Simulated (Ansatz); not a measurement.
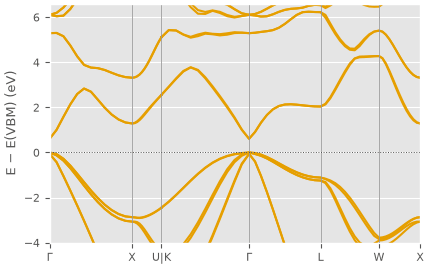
*Band structure from the program Ansatz at the PBE with spin–orbit coupling level (PAW)*

Problem. Read off the gap and where the band edges lie.

Solution. About 0.6 eV (0.61 eV by a search for the band edges); maximum at Γ, minimum at Γ.

The material is SnC (zinc blende, space group No. 216).

Space group F-43m (zinc blende). The start of the workflow was typed in or built on a structure type; neither database checked (COD, Materials Project) lists it. Its standing as an ambient phase is unchecked. Symmetry was held in the PBE relaxation; whether a distortion lowers the energy is not shown. Its formation energy is positive at this level, so the cell may be metastable or incomplete.

Potentials: the later of the program's two PAW sets.
